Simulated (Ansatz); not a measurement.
# Cl₂GeH₄Si: what the fields show

```yaml
atoms:
  - { symbol: Si, position_ang: [-0.8764, -0.1378, 0.2282] }
  - { symbol: Ge, position_ang: [2.0712, 0.3830, 0.1525] }
  - { symbol: H, position_ang: [0.7462, -0.4545, 0.8060] }
  - { symbol: Cl, position_ang: [1.8132, -0.5888, -1.8180] }
  - { symbol: Cl, position_ang: [0.2321, 1.9271, -0.0977] }
  - { symbol: H, position_ang: [-1.3508, 0.0688, 1.6147] }
  - { symbol: H, position_ang: [-1.8597, 0.3847, -0.7543] }
  - { symbol: H, position_ang: [-0.7758, -1.5825, -0.1314] }
```

A transition-state structure; geometry: PBE0-D4/def2-TZVP.

The calculation used RKS PBE0-D4/def2-TZVPP in Ansatz 0.2.0.

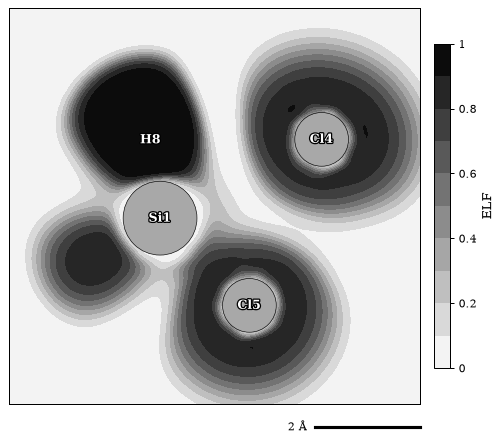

Figure 1. Electron localisation function on the plane of atoms Cl5, Si1 and H8. Grey discs cover the atomic cores.

### Read the bonding off the picture.

Atoms in the plane: Si, Cl and H.
Si–Cl (2.37 Å): the ELF peaks at about 0.85 between the atoms; a shared but strongly polarised pair.
Si–H (1.49 Å): the ELF climbs to about 1 towards the hydrogen, as it does in any bond to H.
The ELF also peaks beside Cl5 and Cl4, away from the bonds: lone-pair regions.

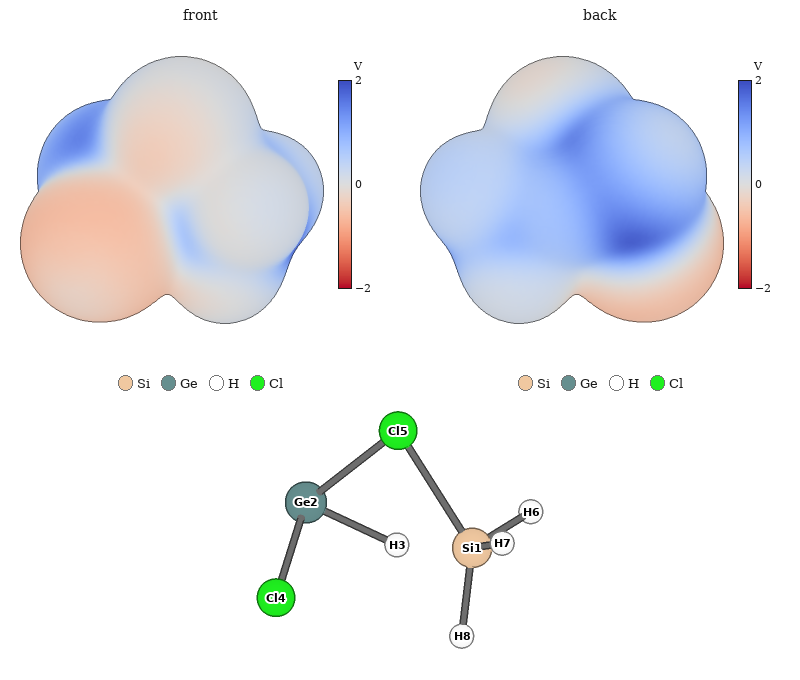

Figure 2. The molecular electrostatic potential painted on the density surface at 0.002 e/bohr³, seen from the front and from behind; red is negative and blue positive. The bare structure is drawn below in the same view.

### Describe the electrostatic potential map.

The most negative region (about −0.6 V, or −14 kcal/mol for a unit charge) lies over Cl4, the most positive (about +1.7 V, or +39 kcal/mol for a unit charge) over Ge2.

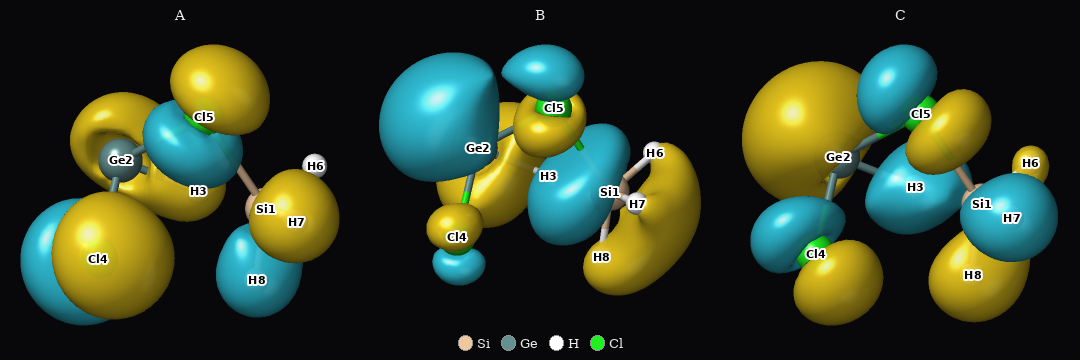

Figure 3. Three frontier orbitals at ±0.08 Å⁻³ᐟ² (yellow and cyan are the two phases), in no order.

### Which picture is the HOMO−1, the HOMO and the LUMO?

A is the HOMO−1 (−8.85 eV). Its weight (Hirshfeld) is mainly on Cl4 (about 50 %), Cl5 (about 20 %), Ge2 (about 10 %) and Si1 (about 5 %). C is the HOMO (−7.43 eV). Its weight (Hirshfeld) is mainly on Ge2 (about 40 %), Cl5 (about 15 %), Cl4 (about 15 %), Si1 (about 10 %), H3 (about 10 %) and H8 (about 5 %). B is the LUMO (−2.14 eV). Its weight (Hirshfeld) is mainly on Ge2 (about 40 %), Si1 (about 25 %) and Cl5 (about 10 %).

### What is the HOMO–LUMO gap?

5.29 eV between the orbital energies.
